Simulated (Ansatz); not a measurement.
## Ti: response to strain

Start from Ti in the hcp (Mg type) structure (space group P6_3/mmc, No. 194; a = 2.939 Å, c = 4.654 Å; relaxed with 0.1 eV smearing). Axes: x lies along a and z along c of the hexagonal cell.

Strains are applied to the cell and any free atomic positions relax; under biaxial strain the out-of-plane vector relaxes too.

Level of theory: Ansatz (a first-principles code), PBE, PAW, cutoff 420 eV, no spin-orbit coupling, earlier PAW set.

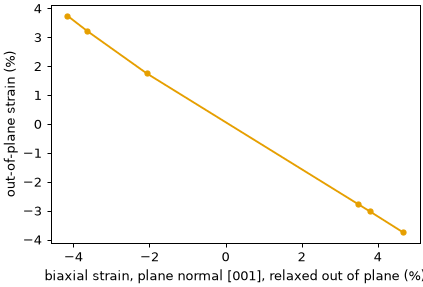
Fig. 1. Out-of-plane strain against biaxial strain, plane normal [001], relaxed out of plane

```csv
"biaxial strain, plane normal [001], relaxed out of plane (%)",out-of-plane strain
-4.16,+3.75 %
-3.64,+3.22 %
-2.07,+1.75 %
3.48,-2.76 %
3.79,-3.02 %
4.66,-3.74 %
```

Whether these cells are dynamically stable was not tested. The final runs are not spin-polarised.
